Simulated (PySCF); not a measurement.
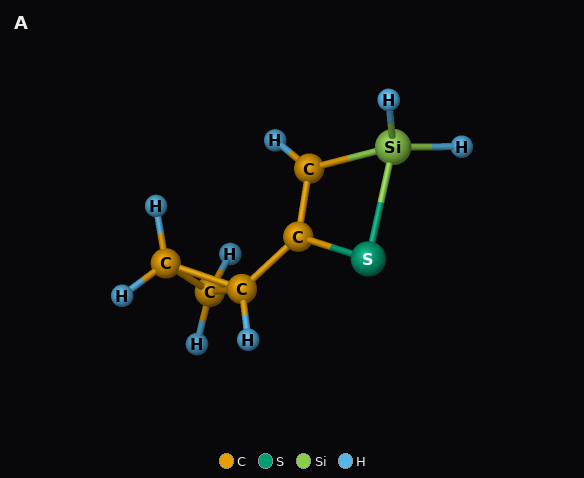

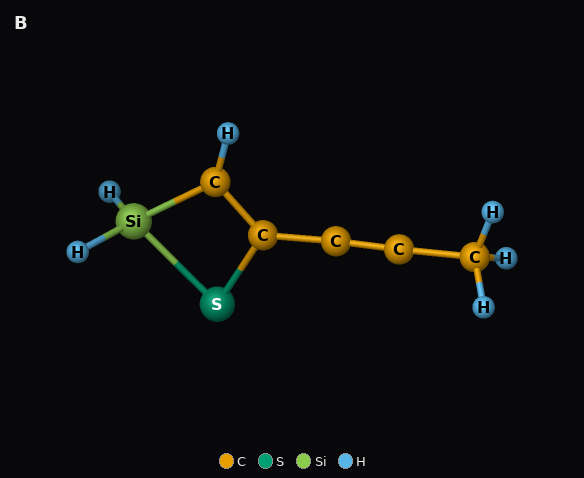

Two related species, optimised with GFN2-xTB; properties computed with PySCF 2.14.0. Both: charge 0, singlet.

### What are A and B?

A is C5H8SSi (C1=C(C2CC2)S[SiH2]1), B is C5H6SSi (CC#CC1=C[SiH2]S1).

Compare them. With PBE0/def2-SVPD: dipole moment (D), HOMO–LUMO gap (eV), HOMO energy (Kohn–Sham orbital) (eV), lowest vertical singlet excitation (eV), mean static polarisability (bohr³). With GFN2-xTB: mean Si–C length (Å), mean Si–H length (Å), mean Si–S length (Å).

| quantity | A | B |
| --- | --- | --- |
| dipole moment (D) | 1.93 | 1.94 |
| HOMO–LUMO gap (eV) | 5.62 | 4.93 |
| HOMO energy (Kohn–Sham orbital) (eV) | −6.09 | −6.22 |
| lowest vertical singlet excitation (eV) | 4.31 | 4.07 |
| mean static polarisability (bohr³) | 102.1 | 111.6 |
| mean Si–C length (Å) | 1.862 | 1.865 |
| mean Si–H length (Å) | 1.454 | 1.455 |
| mean Si–S length (Å) | 2.218 | 2.214 |

Each is one conformer, and no frequency run is at hand to confirm it as a minimum.

The geometry is semi-empirical. Around Si such bond lengths and angles can be off by a tenth of an ångström or more and by several degrees, and values that hang on the shape move with them.
